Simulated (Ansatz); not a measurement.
# BClH3NP: rigid torsion scan from a Python script

The task is a rigid torsion scan, for BClH3NP.

Program: Ansatz 0.2.0, driven from Python. The levels of theory stand in the script. These are calculated values, not measurements.

### 1 Starting point

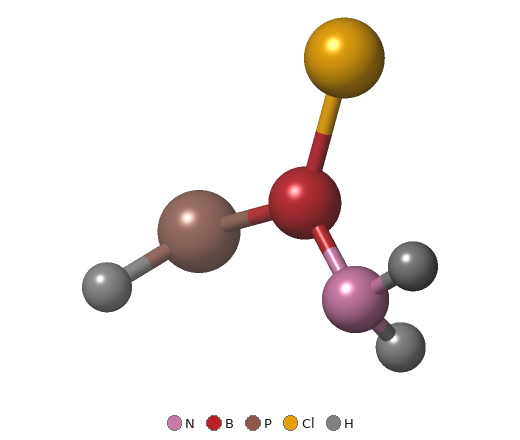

The structure that the script starts from, seen from a chosen angle (nitrogen pink, boron red, phosphorus brown, chlorine amber, hydrogen grey).

The script holds or builds the structure itself.

### 2 The code

File bclh3np.py:

```python
import ansatz as az
from ase import Atoms

BASIS_SET = "def2-SVP"
FUNCTIONAL = "pbe0"
FORCE_TOL = 0.02
METHOD = "mp2"

atoms = Atoms(["N", "B", "P", "Cl", "H", "H", "H"], positions=[
    (-0.9506, -0.6381, -0.2079),
    (0.0743, 0.4676, 0.0034),
    (1.7915, 0.0436, 0.6522),
    (-0.3419, 2.2205, -0.3984),
    (-1.8338, -0.1944, -0.5457),
    (-1.1565, -1.0466, 0.7312),
    (2.417, -0.8527, -0.2348),
])

first = (
    az.Crystal.molecule_from_ase(atoms).calculation()
    .basis(gaussian=BASIS_SET)
    .spin("collinear", total=1)
    .functional(FUNCTIONAL)
    .relax(force_tolerance=FORCE_TOL, max_steps=80)
)
atoms.positions = first.run(threads=1, backend="cpu").report["positions_ang"]

start = atoms.get_dihedral(2, 1, 0, 4)
energies = {}
for turn in range(0, 360, 40):
    turned = atoms.copy()
    turned.set_dihedral(2, 1, 0, 4, start + turn, indices=[0, 4, 5])
    calc = az.Crystal.molecule_from_ase(turned).calculation()
    calc = calc.basis(gaussian=BASIS_SET).correlation(METHOD)
    calc = calc.spin("collinear", total=1)
    energies[round((start + turn) % 360)] = calc.run(threads=1, backend="cpu").report["free_energy_ev"]
floor = min(energies.values())
print("dihedral P2-B1-N0-H4 (deg)   E - E(min) (kJ/mol)")
for angle, e in sorted(energies.items()):
    print(f"{angle:8d} {96.485332 * (e - floor):14.3f}  " + "#" * int(30 * (e - floor) / max(max(energies.values()) - floor, 1e-9)))
```

### 3 The calls as engine input

The package turns the script's settings into the engine's input (first run):

```yaml
crystal:
  periodic: [false, false, false]
  atoms:
    - { symbol: "N", position_ang: [-0.9506, -0.6381, -0.2079] }
    - { symbol: B, position_ang: [0.0743, 0.4676, 0.0034] }
    - { symbol: P, position_ang: [1.7915, 0.0436, 0.6522] }
    - { symbol: Cl, position_ang: [-0.3419, 2.2205, -0.3984] }
    - { symbol: H, position_ang: [-1.8338, -0.1944, -0.5457] }
    - { symbol: H, position_ang: [-1.1565, -1.0466, 0.7312] }
    - { symbol: H, position_ang: [2.417, -0.8527, -0.2348] }
basis:
  gaussian:
    orbitals: def2-SVP
hamiltonian:
  xc: pbe0
magnetization:
  spin_polarized: true
  initial_magnetization: 1.0
relax:
  f_tol: 0.02
  max_steps: 80
```

### 4 Running it

On the command line:

```bash
$ python bclh3np.py
```

Output:

```text
dihedral P2-B1-N0-H4 (deg)   E - E(min) (kJ/mol)
      20         11.227  ##
      60         84.454  #####################
     100        118.628  #############################
     140         42.156  ##########
     180          0.000
     220         42.251  ##########
     260        118.746  ##############################
     300         84.267  #####################
     340         11.194  ##
```

Wall time 2.1 min (1 thread of Arm Neoverse N1, shared host); peak memory 0.28 GiB.

### 5 The relaxation of run 0, step by step

The steps of the relaxation:

| step | E - E(step 1) (eV) | largest force component (eV/Å) |
| --- | --- | --- |
| 1 | 0.0000 | 2.9687 |
| 2 | -0.4527 | 1.9076 |
| 3 | -0.6247 | 2.3042 |
| 4 | -0.8437 | 0.7432 |
| 5 | -0.8982 | 0.4017 |
| 6 | -0.9056 | 0.1529 |
| 7 | -0.9244 | 0.3618 |
| 8 | -0.9447 | 0.3257 |
| 9 | -0.9600 | 0.0675 |
| 10 | -0.9615 | 0.0327 |
| 11 | -0.9612 | 0.1290 |
| 12 | -0.9617 | 0.0025 |

Step 1 is the start. Step 11 was tried and not accepted.

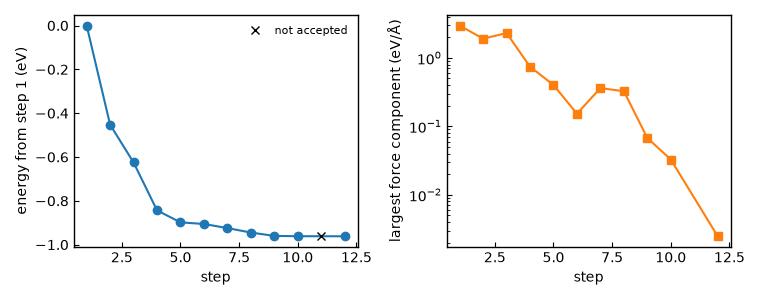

Energy and largest force along the relaxation.

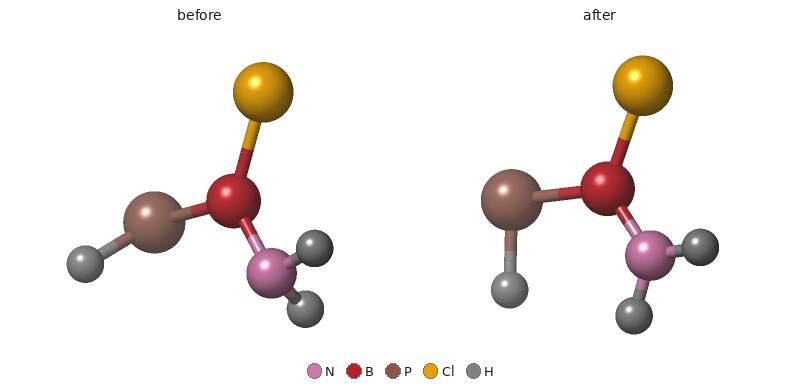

Before and after, at one scale.

Before: Bond lengths: N1–B2 1.522 Å, B2–P3 1.884 Å, B2–Cl4 1.846 Å, N1–H5 1.045 Å, N1–H6 1.045 Å, P3–H7 1.408 Å. Angles: N1–B2–P3 119.9°, N1–B2–Cl4 120.5°, P3–B2–Cl4 119.6°, B2–N1–H5 107.8°, B2–N1–H6 107.0°, H5–N1–H6 106.9°, B2–P3–H7 109.3°.

After: Bond lengths: N1–B2 1.392 Å, B2–P3 1.932 Å, B2–Cl4 1.781 Å, N1–H5 1.014 Å, N1–H6 1.011 Å, P3–H7 1.437 Å. Angles: N1–B2–P3 124.4°, N1–B2–Cl4 118.2°, P3–B2–Cl4 117.4°, B2–N1–H5 122.4°, B2–N1–H6 122.9°, H5–N1–H6 114.6°, B2–P3–H7 94.9°.

Run 0 is this relaxation; the runs after it count from 1.

### 6 Run by run

One row for each of the 9 runs:

```csv
run,turn (°),energy from run 1 (eV),<S²>,iterations in all,CPU time (s)
1,0,0.0000,0.76,15,2.1
2,40,0.4379,0.76,15,2.1
3,80,1.2307,0.76,21,2.6
4,120,0.8734,0.76,15,2.1
5,160,0.1160,0.76,15,2
6,200,0.1164,0.76,15,2.1
7,240,0.8753,0.76,15,2.3
8,280,1.2295,0.76,21,2.5
9,320,0.4369,0.76,15,2
```

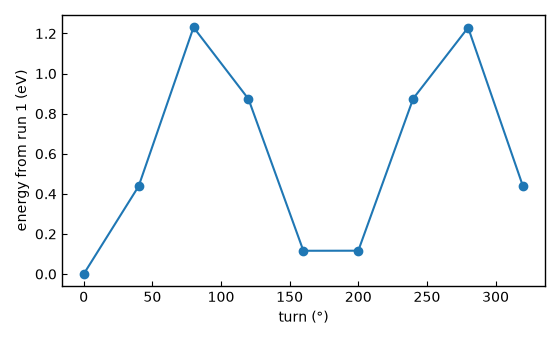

Energy against turn; lines join the points.

### 7 Results

| quantity | value |
| --- | --- |
| runs compared | 9 |
| range of energy | 1.231 eV |
| lowest point, turn (°) | 0 |

The lowest point lies at a turn of 0°, the highest 1.231 eV (118.7 kJ/mol) above it at 80°. The grid can miss the true lowest and highest points, and the rest of the molecule is held rigid. Run 0: The relaxation took 10 moves; the largest shift is 0.950 Å, of atom 7 (H). So large a move can change the bonding: the results belong to the relaxed structure. Notes:
- The scan is rigid and the energies are electronic, in a modest basis. With rigid groups the curve can differ much from the relaxed path, the start wasn't checked as a minimum of this torsion, and equivalent turns needn't return to the same energy.
- The species is open-shell (spin multiplicity 2).
- The start is relaxed with a density functional and scanned with the wavefunction method, so it isn't exactly that method's minimum.
